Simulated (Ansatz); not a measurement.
## Fields on a plane of BN (h-BN type, space group P6_3/mmc)

```yaml
crystal:
  lattice:
    - [2.50643, 0.00000, 0.00000]
    - [-1.25322, 2.17063, 0.00000]
    - [0.00000, 0.00000, 6.61383]
  atoms:
    - { symbol: B, position: [0.33333, 0.66667, 0.25000] }
    - { symbol: B, position: [0.66667, 0.33333, 0.75000] }
    - { symbol: N, position: [0.33333, 0.66667, 0.75000] }
    - { symbol: N, position: [0.66667, 0.33333, 0.25000] }
```

The slice is a (0001) plane (indices of the conventional cell) through the point (0.333, 0.667, 0.250) (fractional), spanned by u = [110] and v = [1 -1 0] in vectors of this cell: u (2.51 Å) and v (4.34 Å, at 90° to u). It covers one period; positions are fractions (u, v).

Atoms on it: B at (0.00, 0.00); B at (0.50, 0.50); N at (0.00, 0.33); N at (0.50, 0.83).

All values below come from PBE-D3(BJ) (plane waves to 420 eV, PAW, scalar-relativistic; Ansatz, a first-principles code). k mesh 15×15×5. Near the nuclei the fields are pseudised (PAW); where an atom keeps semicore shells as valence, they peak there. BN was relaxed with its symmetry unable to fall.

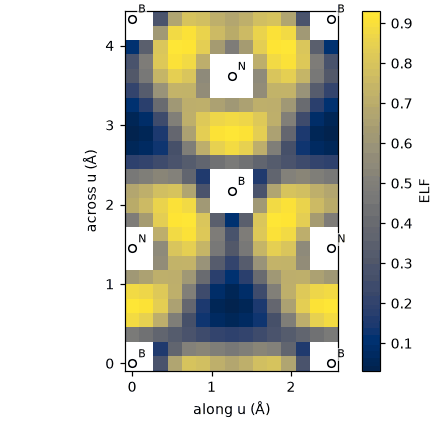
Figure. Electron localisation function (ELF), one period of the plane, atoms marked. Points within 0.3 Å of a nucleus are left white, as the pseudised field means little there.

```
v \ u   0.00   0.14   0.29   0.43   0.57   0.71   0.86
-----  -----  -----  -----  -----  -----  -----  -----
0.92       x      x  <-3.0      x      x  <-3.0      x
0.83   <-3.0   -2.8      x      x      x      x   -2.8
0.75     4.2    3.4  <-3.0      x      x  <-3.0    3.4
0.67     5.9    4.7   -0.1  <-3.0  <-3.0   -0.1    4.7
0.58     4.8    2.4  <-3.0      x      x  <-3.0    2.4
0.50   <-3.0   -2.4      x      x      x      x   -2.4
0.42       x      x  <-3.0      x      x  <-3.0      x
0.33       x      x  <-3.0  <-3.0  <-3.0  <-3.0      x
0.25       x      x    0.3    4.1    4.1    0.3      x
0.17   <-3.0  <-3.0    2.4    5.6    5.6    2.4  <-3.0
0.08       x      x   -1.7    4.3    4.3   -1.7      x
0.00       x      x  <-3.0  <-3.0  <-3.0  <-3.0      x
```

Values: electrostatic potential energy of an electron, from the cell's mean, in eV. Points within 0.6 Å of a nucleus are blanked (x), as the pseudised field means little there. Values under -3 eV are set to -3. The zero, the cell's mean, hangs on the PAW cores.

| Property | Result |
|---|---|
| Density on the B–N line (1.45 Å) at its midpoint | 1.81 e/Å³ |
| ELF at that point | 0.93 |
| ELF maximum in the middle third of the B–N line | 0.93, 0.7 Å from B |
